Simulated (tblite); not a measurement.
Run report: C₄H₁₀BOSi, frequency calculation

- system: C₄H₁₀BOSi, multiplicity 2
- method: GFN2-xTB harmonic vibrations, gas phase (tblite 0.8.0)

It belongs to a series of runs on one base structure; here: H removed from B.

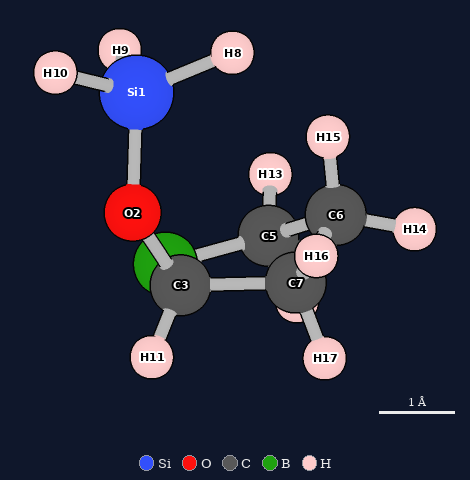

Fig. 1: The structure as given in the input (ball-and-stick view, seen at a tilt; atoms are numbered from 1 in the order of the input).

### Key numbers

- outcome: converged
- total energy: −561.6140 eV
- zero-point energy: 81.7440 kcal/mol
- hardware: 1 CPU thread, shared host
- peak memory: 0.18 GiB

### Input file
```
{"job": {"kind": "ir", "xc": "GFN2-xTB", "basis": "xTB"}, "charge": 0, "multiplicity": 2}
Si     2.337319    -0.419354     0.100308
O      1.535607     0.833461    -0.512290
C      0.163076     1.052679    -0.759406
B     -0.483765    -0.133243    -1.603102
C     -1.506443    -0.891268    -0.701721
C     -1.191679    -0.385763     0.723216
C     -0.672573     1.043802     0.544406
H      2.110321    -0.591270     1.542393
H      1.977734    -1.685865    -0.551856
H      3.694708     0.016486    -0.187225
H      0.117417     2.049772    -1.218987
H     -2.515297    -0.571281    -0.986126
H     -1.516506    -1.980362    -0.749217
H     -2.062205    -0.421243     1.379773
H     -0.411422    -1.011253     1.159593
H     -0.069783     1.377805     1.388816
H     -1.513505     1.728927     0.421514
```

The first line tells a small driver script what to run in tblite; the rest is the geometry in Å.

Run as:
```bash
OMP_NUM_THREADS=1 python <driver script> task.json out
```

### What the program printed
```
mode    cm-1     km/mol
  1      66.1      1.20
  2      81.4      0.49
  3     162.5      0.09
  4     173.6      0.56
  5     200.5      0.84
  6     331.0      1.50
  7     400.9      2.90
  8     529.2     12.74
  9     601.7     76.83
 10     624.3     45.89
 11     641.8     15.43
 12     690.7     51.32
 13     738.0     24.90
 14     755.4    220.31
 15     823.3    307.79
 16     838.3     58.56
 17     848.3    214.45
 18     874.2     13.03
 19     922.5     10.41
 20     957.0      4.97
 21     980.7     10.91
 22    1055.7     66.63
 23    1072.8     45.64
 24    1080.5     16.96
 25    1126.4      6.79
 26    1162.0    107.25
 27    1184.4     51.54
 28    1217.2      3.68
 29    1256.9     15.07
 30    1295.7      9.40
 31    1303.1      0.57
 32    1317.6      0.52
 33    1441.1     16.52
 34    1468.3      1.38
 35    1492.7      2.73
 36    2175.6    421.96
 37    2212.5    193.36
 38    2336.5    294.91
 39    2875.5     50.49
 40    2926.7     14.69
 41    2970.3     12.32
 42    2982.6     82.23
 43    2989.2     16.68
 44    2996.3     61.19
 45    2999.5     37.91
```

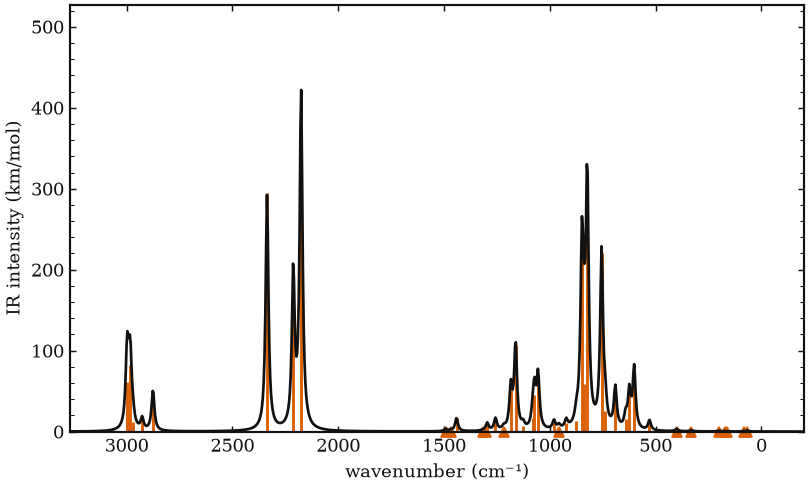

Fig. 2: Harmonic infrared spectrum, unscaled: sticks (degenerate modes added up, dark ones marked on the axis) with a Lorentzian envelope of 16 cm⁻¹ full width, scaled to the tallest stick. 45 modes from 66 to 3000 cm⁻¹, none imaginary. The strongest line is at 2176 cm⁻¹ (422 km/mol).
